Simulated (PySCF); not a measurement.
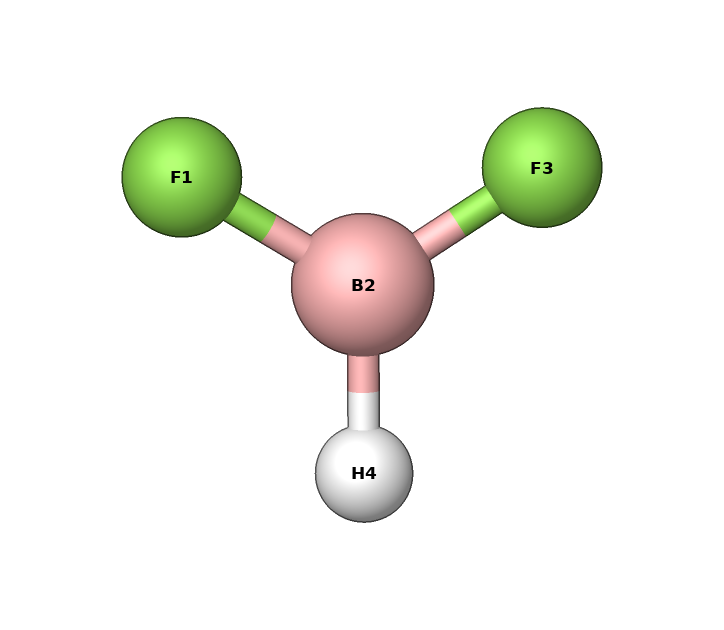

The geometry was computed by an optimisation with GFN2-xTB. No frequency run is at hand to confirm it as a minimum. Level of theory: B3LYP/pcJ-1 indirect spin-spin coupling, non-relativistic, gas phase (PySCF 2.14.0). Isotopes: 11B, 19F, 1H.

Give the spin–spin coupling constants of these pairs, with the number of bonds between them: F1/B2, B2/H4, B2/F3, F1/F3, F1/H4, F3/H4.

| pair | bonds apart | J (Hz) |
| --- | --- | --- |
| F1, B2 | 1 | −139.7 |
| B2, H4 | 1 | 213.0 |
| B2, F3 | 1 | −139.8 |
| F1, F3 | 2 | −247.8 |
| F1, H4 | 2 | 115.5 |
| F3, H4 | 2 | 115.5 |

Density functionals are unreliable for couplings to fluorine, so those rows may be far off.

The geometry is semi-empirical. Around B such bond lengths and angles can be off by a tenth of an ångström or more and by several degrees, and values that hang on the shape move with them.
